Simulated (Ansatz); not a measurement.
C5H11Cl2In (SMILES CC(C)(C)[CH2][In]([Cl])[Cl])

The calculation's input:

```
crystal:
  periodic: [false, false, false]
  atoms:
    - {symbol: C, position_ang: [0.203780, 1.362143, -1.442158]}
    - {symbol: C, position_ang: [0.045863, 0.197673, -0.460845]}
    - {symbol: C, position_ang: [1.223291, -0.758742, -0.623262]}
    - {symbol: C, position_ang: [-1.258912, -0.535128, -0.757643]}
    - {symbol: C, position_ang: [0.021241, 0.777003, 0.952246]}
    - {symbol: In, position_ang: [-0.206383, -0.645582, 2.540678]}
    - {symbol: Cl, position_ang: [-0.331515, -0.008980, 4.778882]}
    - {symbol: Cl, position_ang: [-0.366133, -2.964753, 2.363987]}
    - {symbol: H, position_ang: [-0.626879, 2.067191, -1.353131]}
    - {symbol: H, position_ang: [0.227038, 0.997829, -2.472768]}
    - {symbol: H, position_ang: [1.132161, 1.908997, -1.257615]}
    - {symbol: H, position_ang: [1.284870, -1.126231, -1.650612]}
    - {symbol: H, position_ang: [1.123284, -1.633107, 0.027877]}
    - {symbol: H, position_ang: [2.169323, -0.261839, -0.389882]}
    - {symbol: H, position_ang: [-2.121066, 0.123776, -0.619931]}
    - {symbol: H, position_ang: [-1.385073, -1.408568, -0.109531]}
    - {symbol: H, position_ang: [-1.275989, -0.894319, -1.789627]}
    - {symbol: H, position_ang: [-0.803289, 1.484446, 1.082449]}
    - {symbol: H, position_ang: [0.944377, 1.318192, 1.180906]}
basis:
  gaussian: {orbitals: def2-TZVPP}
hamiltonian: {xc: pbe0, dispersion: d4}
output: {orbitals: {seedname: orbitals}}
```

Launched as:

```sh
ansatz run in.yaml --threads 4 --pin off --events-out ev --progress --plain --max-ram 46080MiB --backend cuda --devices 0, --max-vram 37GiB
```

Geometry: PBE0-D4/def2-TZVP; core potentials replace the inner electrons of In.

Method: RKS PBE0-D4/def2-TZVPP (Ansatz).

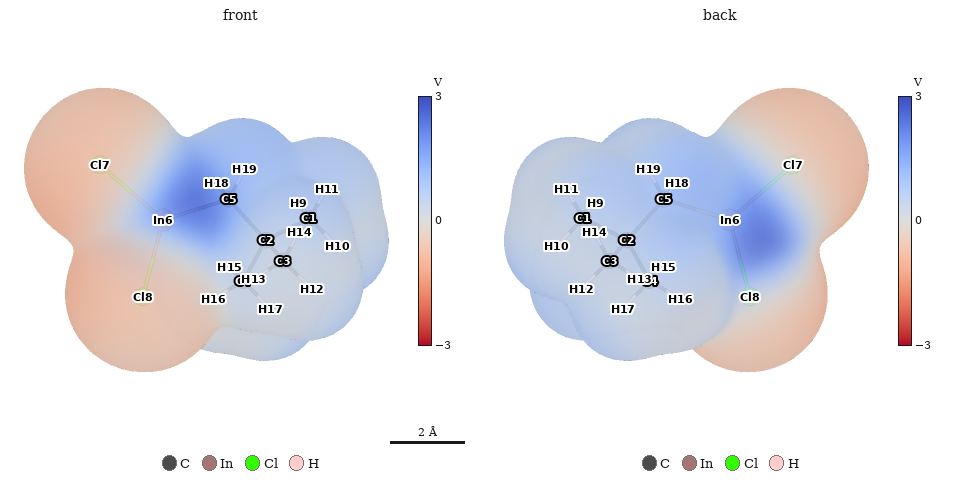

Figure 1. The molecular electrostatic potential painted on the density surface at 0.001 e/bohr³, seen from the front and from behind; red is negative and blue positive.

Describe the electrostatic potential map.

Answer. The most negative region (about −0.9 V) lies over Cl7 and Cl8, the most positive (about +2.3 V) over In6.

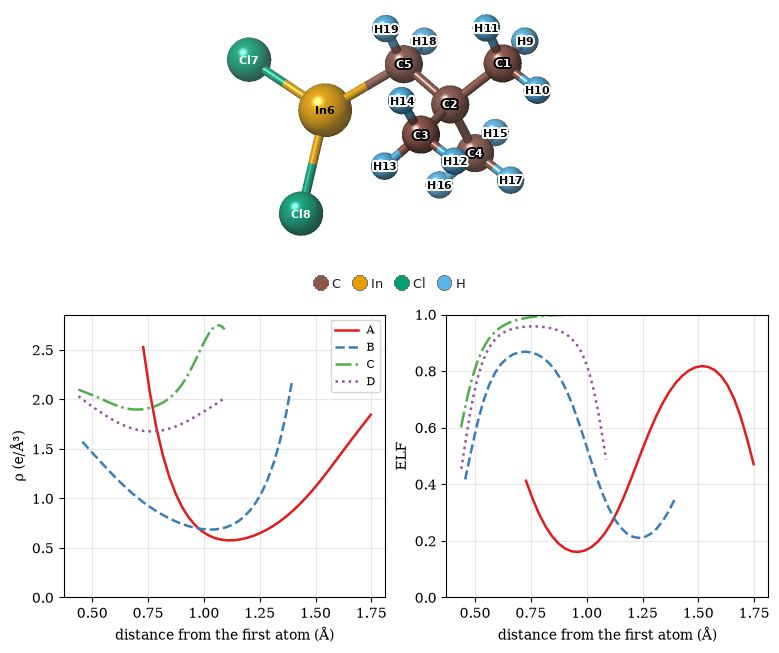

Figure 2. Electron density and electron localisation function along straight lines between neighbouring atoms. The curves leave out the atomic cores. The structure is drawn too.

Which curve belongs to which contact (C–C, C–H, C–In and In–Cl)? The first atom named is at distance zero.

Answer. Curve A: In–Cl (2.33 Å): ρ at the midpoint is about 0.59 e/Å³; the ELF peaks at about 0.80 in the valence shell of Cl, 0.8 Å from its nucleus, and drops to about 0.15 between the two atoms. Curve B: C–In (2.14 Å): the density is about 0.69 e/Å³ at the midpoint; the ELF peaks at about 0.85 in the valence shell of C, 0.7 Å from its nucleus, and drops to about 0.20 between the two atoms. Curve C: C–H (1.09 Å): ρ is about 2 e/Å³ halfway; the ELF climbs to about 1 towards the hydrogen, as it does in any bond to H (an ordinary covalent bond to hydrogen). Curve D: C–C (1.53 Å): the density is about 1.7 e/Å³ at the midpoint; the ELF peaks at about 0.95 between the atoms, as expected for localised, covalent bonding.

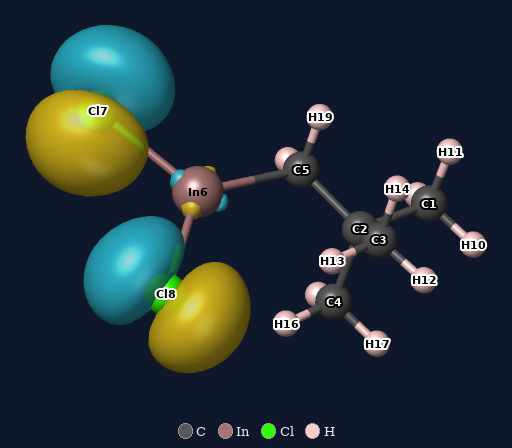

Figure 3. The HOMO−1 at ±0.1 Å⁻³ᐟ² (yellow and cyan are the two phases), seen at a tilt.

What is the character of this orbital?

Answer. By Hirshfeld shares it lies mainly on Cl7 (about 50 %) and Cl8 (about 40 %); largely a combination of lone pairs on Cl7 and Cl8. Its energy is −8.58 eV.
